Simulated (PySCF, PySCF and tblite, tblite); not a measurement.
# B3ClH5N: a path driven as rotation about a bond, and NMR exchange, part 2 of 2

PySCF and tblite. Atoms count from 0. The steps go on from the part before.

## Step 11: Shieldings, start: LC-wPBE/pcSseg-1

The job: settings as JSON, then the geometry in Å.

```
{"job": {"kind": "nmr", "xc": "LC-wPBE", "basis": "pcSseg-1", "pop": false}, "charge": 0, "multiplicity": 1}
B      1.712959     0.804037     0.081018
B      0.851735    -0.565064     0.012292
Cl     1.411944    -2.167897    -0.338133
B     -0.795242    -0.380822     0.334124
N     -1.715221    -0.054768    -0.644854
H      2.122486     1.243974     1.088890
H      1.826965     1.516385    -0.845693
H     -1.225439    -0.529170     1.421545
H     -2.704291     0.042800    -0.479372
H     -1.477014     0.095179    -1.611628
```

Log:

```text
coarse grid: 9048 points
cycle   1  E = -592.1964349210  dE =  5.992e-01  |g| = 3.486e-01  |ddm| = 2.637e+00
cycle   2  E = -592.2275660749  dE = -3.113e-02  |g| = 2.328e-01  |ddm| = 5.262e-01
cycle   3  E = -592.2389667741  dE = -1.140e-02  |g| = 5.471e-02  |ddm| = 2.120e-01
cycle   4  E = -592.2398849664  dE = -9.182e-04  |g| = 1.856e-02  |ddm| = 8.525e-02
cycle   5  E = -592.2399847166  dE = -9.975e-05  |g| = 4.734e-03  |ddm| = 2.478e-02
cycle   6  E = -592.2399949829  dE = -1.027e-05  |g| = 1.297e-03  |ddm| = 1.069e-02
cycle   7  E = -592.2399972637  dE = -2.281e-06  |g| = 6.103e-04  |ddm| = 4.004e-03
final grid: 83224 points
cycle   8  E = -592.2713353111  dE = -4.231e-05  |g| = 5.065e-03  |ddm| = 2.113e-02
cycle   9  E = -592.2713383216  dE = -3.010e-06  |g| = 4.130e-03  |ddm| = 5.731e-03
cycle  10  E = -592.2713405080  dE = -2.186e-06  |g| = 4.799e-04  |ddm| = 2.291e-03
cycle  11  E = -592.2713410163  dE = -5.083e-07  |g| = 1.501e-04  |ddm| = 4.784e-04
cycle  12  E = -592.2713410314  dE = -1.510e-08  |g| = 7.378e-05  |ddm| = 2.531e-04
cycle  13  E = -592.2713410355  dE = -4.055e-09  |g| = 2.467e-05  |ddm| = 1.346e-04
cycle  14  E = -592.2713410368  dE = -1.259e-09  |g| = 7.473e-06  |ddm| = 9.549e-05
cycle  15  E = -592.2713410369  dE = -1.024e-10  |g| = 2.696e-06  |ddm| = 2.783e-05
converged SCF energy = -592.2713410369

GIAO shielding tensors (ppm)
atom      isotropic    diamagn.    paramagn.     s11        s22        s33       span
  0 B       -2.927     194.577    -197.504   -123.075    -26.725    141.019    264.095
  1 B      -12.686     193.298    -205.984   -155.065     -3.503    120.511    275.577
  2 Cl     656.941    1148.206    -491.265    376.167    425.421   1169.235    793.068
  3 B       54.325     196.656    -142.331      3.569     32.254    127.152    123.583
  4 N      150.704     315.890    -165.186     43.730    175.051    233.330    189.600
  5 H       22.099      28.970      -6.872     10.602     25.934     29.760     19.157
  6 H       22.147      29.198      -7.052     10.062     26.283     30.094     20.032
  7 H       26.186      30.386      -4.200     23.799     26.759     28.001      4.202
  8 H       27.138      29.182      -2.045     23.379     23.802     34.231     10.852
  9 H       27.639      31.466      -3.827     23.917     25.715     33.285      9.368
```

Wall time 29 s (1 thread of AMD EPYC, shared host); peak memory 0.51 GiB.

In short: HOMO -9.83 eV, LUMO 0.40 eV; dipole 2.53 D.

## Step 12: Single-point energy: LC-wPBE/pcSseg-1

The job: settings as JSON, then the geometry in Å.

```
{"job": {"kind": "sp", "xc": "LC-wPBE", "basis": "pcSseg-1", "pop": false}, "charge": 0, "multiplicity": 1}
B      1.739718     0.854873     0.318503
B      0.932180    -0.522774     0.066647
Cl     1.542073    -2.073245    -0.413375
B     -0.737194    -0.405279     0.272866
N     -1.648777    -0.056997    -0.819168
H      2.113369     1.174571     1.383325
H      1.841732     1.682033    -0.508609
H     -1.249052    -0.611162     1.316115
H     -1.575925    -0.698849    -1.600869
H     -1.453756     0.859805    -1.204567
```

Log:

```text
coarse grid: 9048 points
cycle   1  E = -592.1307143210  dE =  5.727e-01  |g| = 4.274e-01  |ddm| = 2.661e+00
cycle   2  E = -592.1643425536  dE = -3.363e-02  |g| = 3.221e-01  |ddm| = 6.839e-01
cycle   3  E = -592.1861512203  dE = -2.181e-02  |g| = 5.089e-02  |ddm| = 3.035e-01
cycle   4  E = -592.1870931894  dE = -9.420e-04  |g| = 1.528e-02  |ddm| = 9.721e-02
cycle   5  E = -592.1871887250  dE = -9.554e-05  |g| = 5.744e-03  |ddm| = 2.844e-02
cycle   6  E = -592.1872034927  dE = -1.477e-05  |g| = 1.497e-03  |ddm| = 1.151e-02
cycle   7  E = -592.1872070693  dE = -3.577e-06  |g| = 6.103e-04  |ddm| = 5.378e-03
final grid: 83224 points
cycle   8  E = -592.2177930717  dE = -4.274e-05  |g| = 5.262e-03  |ddm| = 2.081e-02
cycle   9  E = -592.2177957560  dE = -2.684e-06  |g| = 4.219e-03  |ddm| = 8.629e-03
cycle  10  E = -592.2177986367  dE = -2.881e-06  |g| = 4.398e-04  |ddm| = 3.252e-03
cycle  11  E = -592.2177987017  dE = -6.506e-08  |g| = 1.493e-04  |ddm| = 7.446e-04
cycle  12  E = -592.2177987252  dE = -2.342e-08  |g| = 7.946e-05  |ddm| = 3.648e-04
cycle  13  E = -592.2177987319  dE = -6.780e-09  |g| = 3.544e-05  |ddm| = 1.857e-04
cycle  14  E = -592.2177987354  dE = -3.481e-09  |g| = 1.212e-05  |ddm| = 1.812e-04
cycle  15  E = -592.2177987358  dE = -4.300e-10  |g| = 4.481e-06  |ddm| = 7.387e-05
converged SCF energy = -592.2177987358
```

Wall time 22 s (1 thread of AMD EPYC, shared host); peak memory 0.51 GiB.

Key values: HOMO -9.17 eV, LUMO -0.28 eV; dipole 1.50 D.

**Single-point energy, saddle of leg 1: LC-wPBE/pcSseg-1**

The job: settings as JSON, then the geometry in Å.

```
{"job": {"kind": "sp", "xc": "LC-wPBE", "basis": "pcSseg-1", "pop": false}, "charge": 0, "multiplicity": 1}
B      1.711231     0.853170     0.299473
B      0.915695    -0.539602     0.050064
Cl     1.587879    -2.079192    -0.350990
B     -0.745666    -0.438707     0.262349
N     -1.650521    -0.021065    -0.811094
H      2.002178     1.232519     1.370653
H      1.903860     1.617021    -0.568428
H     -1.202053    -0.697170     1.332424
H     -2.181400     0.806662    -0.564540
H     -2.341204    -0.733636    -1.019911
```

Log:

```text
coarse grid: 9048 points
cycle   1  E = -592.1327398076  dE =  5.720e-01  |g| = 4.227e-01  |ddm| = 2.672e+00
cycle   2  E = -592.1671319312  dE = -3.439e-02  |g| = 3.125e-01  |ddm| = 7.412e-01
cycle   3  E = -592.1872649571  dE = -2.013e-02  |g| = 4.901e-02  |ddm| = 3.186e-01
cycle   4  E = -592.1881654267  dE = -9.005e-04  |g| = 1.426e-02  |ddm| = 9.461e-02
cycle   5  E = -592.1882542375  dE = -8.881e-05  |g| = 5.718e-03  |ddm| = 2.748e-02
cycle   6  E = -592.1882686619  dE = -1.442e-05  |g| = 1.559e-03  |ddm| = 1.113e-02
cycle   7  E = -592.1882727181  dE = -4.056e-06  |g| = 6.291e-04  |ddm| = 5.512e-03
final grid: 83224 points
cycle   8  E = -592.2190402834  dE = -4.148e-05  |g| = 5.264e-03  |ddm| = 2.063e-02
cycle   9  E = -592.2190424788  dE = -2.195e-06  |g| = 4.219e-03  |ddm| = 9.657e-03
cycle  10  E = -592.2190458512  dE = -3.372e-06  |g| = 4.314e-04  |ddm| = 3.666e-03
cycle  11  E = -592.2190459244  dE = -7.324e-08  |g| = 1.428e-04  |ddm| = 7.454e-04
cycle  12  E = -592.2190459489  dE = -2.445e-08  |g| = 7.474e-05  |ddm| = 3.901e-04
cycle  13  E = -592.2190459552  dE = -6.290e-09  |g| = 3.378e-05  |ddm| = 1.865e-04
cycle  14  E = -592.2190459578  dE = -2.616e-09  |g| = 9.632e-06  |ddm| = 1.592e-04
cycle  15  E = -592.2190459580  dE = -2.260e-10  |g| = 3.468e-06  |ddm| = 5.077e-05
converged SCF energy = -592.2190459580
```

Run time: 22 s. Hardware: 1 thread of AMD EPYC, shared host; peak memory 0.51 GiB.

Key values: HOMO -9.22 eV, LUMO -0.18 eV; dipole 2.09 D.

## Step 13: Second level: LC-wPBE/pcSseg-1 + D3(BJ)

The job: settings as JSON, then the geometry in Å.

```
{"job": {"smiles": "BB(Cl)BN", "charge": 0, "mult": 1, "motion": "rotation", "what": "aminoborane", "atoms": [3, 4], "drives": [{"terms": [["t", [1, 3, 4, 8], 0.25], ["t", [1, 3, 4, 9], 0.25], ["t", [7, 3, 4, 8], 0.25], ["t", [7, 3, 4, 9], 0.25]], "by": 180, "n": 12}], "flip": [3, 4], "study": "path", "level": {"kind": "nmr", "xc": "LC-wPBE", "basis": "pcSseg-1", "wide": true}, "fields": [60, 200, 900], "first": 5, "seed": 613, "kind": "pathvar"}, "charge": 0, "multiplicity": 1}
B      1.712959     0.804037     0.081018
B      0.851735    -0.565064     0.012292
Cl     1.411944    -2.167897    -0.338133
B     -0.795242    -0.380822     0.334124
N     -1.715221    -0.054768    -0.644854
H      2.122486     1.243974     1.088890
H      1.826965     1.516385    -0.845693
H     -1.225439    -0.529170     1.421545
H     -2.704291     0.042800    -0.479372
H     -1.477014     0.095179    -1.611628
```

Log:

```text
stationary points (kcal/mol above the start)
  n  kind          group   xTB      DFT    lowest mode
  0  minimum      C1       0.00     0.00      59.0
  1  saddle       C1      25.26    32.88    -679.2
  2  saddle       C1      24.74    33.52    -680.6
  3  minimum      C1       0.00     0.00      59.0

GFN2-xTB energies: T/K, barrier G, reaction G (kcal/mol), k forward, k back (1/s)
 150.00    22.82    -0.00   4.57e-21   4.55e-21
 200.00    22.81    -0.00   1.38e-12   1.38e-12
 250.00    22.81    -0.00   1.78e-07   1.78e-07
 298.15    22.80    -0.00   0.000367   0.000367
 350.00    22.81    -0.00      0.133      0.133
 400.00    22.82    -0.00        9.3       9.28
 500.00    22.85    -0.00   3.65e+03   3.64e+03

BHandHLYP/pcSseg-1 + D3(BJ) energies: T/K, barrier G, reaction G (kcal/mol), k forward, k back (1/s)
 150.00    29.51    -0.00   6.73e-31    6.7e-31
 200.00    29.51    -0.00   5.38e-20   5.36e-20
 250.00    29.50    -0.00   2.01e-13      2e-13
 298.15    29.50    -0.00   3.67e-09   3.66e-09
 350.00    29.51    -0.00   7.17e-06   7.16e-06
 400.00    29.51    -0.00    0.00169    0.00169
 500.00    29.54    -0.00       3.67       3.66

LC-wPBE/pcSseg-1 + D3(BJ) energies: T/K, barrier G, reaction G (kcal/mol), k forward, k back (1/s)
 150.00    30.80    -0.00   8.92e-33   8.87e-33
 200.00    30.80    -0.00   2.11e-21    2.1e-21
 250.00    30.79    -0.00    1.5e-14    1.5e-14
 298.15    30.79    -0.00   4.19e-10   4.18e-10
 350.00    30.80    -0.00   1.13e-06   1.13e-06
 400.00    30.80    -0.00   0.000336   0.000336
 500.00    30.83    -0.00       1.01       1.01
```

Wall time 2.3 min (1 thread of AMD EPYC, shared host); peak memory 0.54 GiB. This counts the runs that the step sums up.

Barriers by level (kcal/mol; entropies in cal/(mol K)). Zero-point and thermal terms come from xTB in every row. ΔG‡ leaves symmetry out; the rate counts equivalent paths (a factor of 2) and all 2 saddles; effective ΔG‡, where given, is the barrier that would give that rate by Eyring's equation alone:

```csv
level,ΔE‡,with zero-point,ΔH‡,ΔS‡,ΔG‡ (298 K),ΔE of reaction,k at 298 K (1/s),effective ΔG‡
GFN2-xTB,24.74,22.84,22.80,0.0,22.80,0.00,0.00037,22.14
BHandHLYP/pcSseg-1 + D3(BJ),31.59,29.51,29.47,-0.1,29.50,0.00,3.7e-09,28.96
LC-wPBE/pcSseg-1 + D3(BJ),32.88,30.80,30.76,-0.1,30.79,0.00,4.2e-10,30.25
```

## Step 14: Nudged elastic band, band settings drawn wide

The job: settings as JSON, then the geometry in Å.

```
{"job": {"images": 11, "spring": 0.1, "start": "scan", "climb": false, "fmax": 0.03, "method": "GFN2-xTB", "steps": 200, "xc": "GFN2-xTB", "basis": "xTB", "kind": "neb"}, "charge": 0, "multiplicity": 1}
B      1.712959     0.804037     0.081018
B      0.851735    -0.565064     0.012292
Cl     1.411944    -2.167897    -0.338133
B     -0.795242    -0.380822     0.334124
N     -1.715221    -0.054768    -0.644854
H      2.122486     1.243974     1.088890
H      1.826965     1.516385    -0.845693
H     -1.225439    -0.529170     1.421545
H     -2.704291     0.042800    -0.479372
H     -1.477014     0.095179    -1.611628
```

Log:

```text
image   E - E0 / eV
  0       0.0000
  1       0.0368
  2       0.2712
  3       0.7738
  4       1.0945
  5       0.8428
  6       0.2352
  7       0.0214
  8       0.0066
  9       0.0043
 10       0.0000
```

Wall time 11 s (1 thread of AMD EPYC, shared host); peak memory 0.34 GiB.

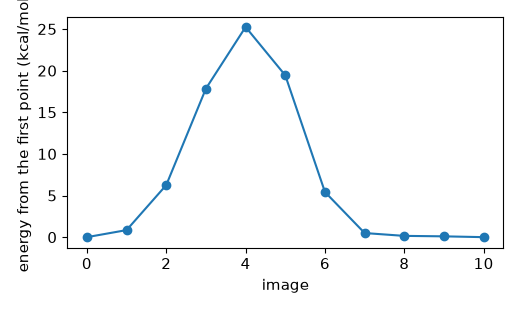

Energy along the band.

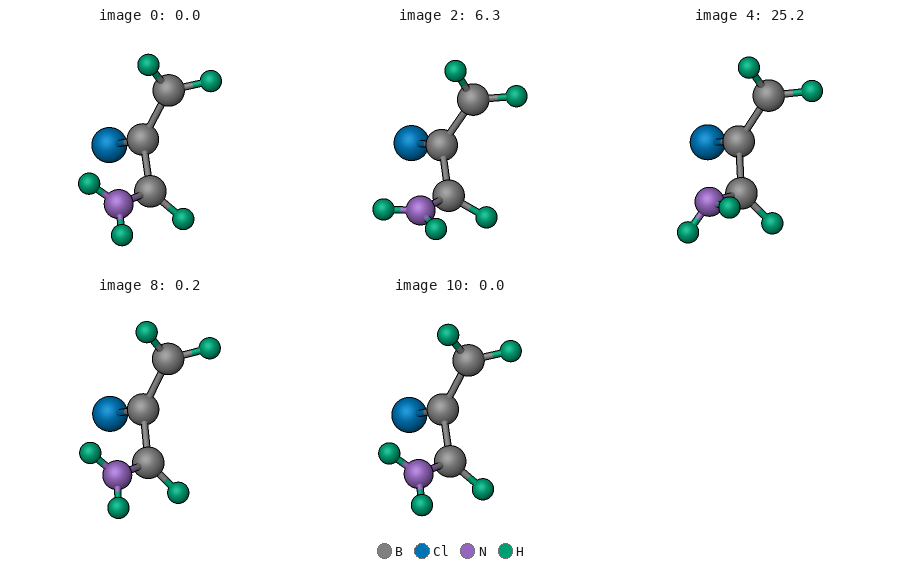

Images along the band, with energies in kcal/mol.

## Step 15: What came out

This closing draws on all 2 parts.

| quantity | value |
| --- | --- |
| barrier (BHandHLYP/pcSseg-1 + D3(BJ)) | ΔE‡ 31.6, ΔG‡(298 K) 29.5 kcal/mol |
| barrier (GFN2-xTB) | ΔE‡ 24.7 kcal/mol |
| rate at 298 K | 3.7e-09 s⁻¹ |
| end of the path | the start, renumbered or mirrored |
| coalescence of 1H H8 | 614 K at 900 MHz |

**Reading.** The barrier is 31.6 kcal/mol at the DFT level (xTB: 24.7); with thermal terms and the count of paths the DFT value gives a rate of 3.7e-09 s⁻¹ at 298 K. An error of 1.4 kcal/mol changes that rate tenfold. The 1H lines of H8 and its partners, 514 Hz apart at 900 MHz, merge at 614 K, so by this path alone the exchange at 298 K is slow for them; other paths were not followed. LC-wPBE/pcSseg-1 + D3(BJ) moves the barrier from 31.6 to 32.9 kcal/mol.
